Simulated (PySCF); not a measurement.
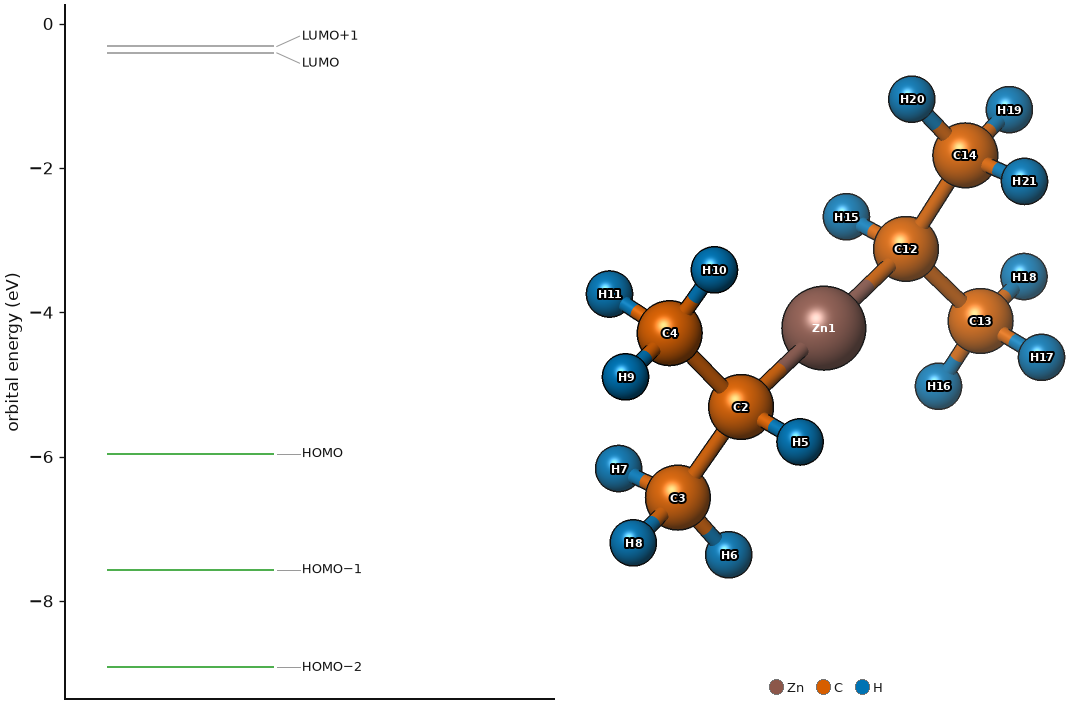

C₆H₁₄Zn, SMILES C[CH](C)[Zn][CH](C)C, singlet. Kohn-Sham orbital energies near the frontier, B3LYP/def2-SVPD, PySCF, at a PBE0-D3(BJ)/def2-SVP geometry (no frequency check), isolated molecule; empty levels in grey, levels within 0.03 eV side by side.

**Where do the frontier orbitals lie?**

HOMO at −5.96 eV, LUMO at −0.41 eV, 5.55 eV apart.

**On which atoms do HOMO and LUMO mostly sit?**

HOMO: C12 25 %, C2 25 %, Zn1 14 %. LUMO: Zn1 56 %, C12 8 %, C2 8 % (Löwdin shares).

Note: one conformer of a flexible molecule.
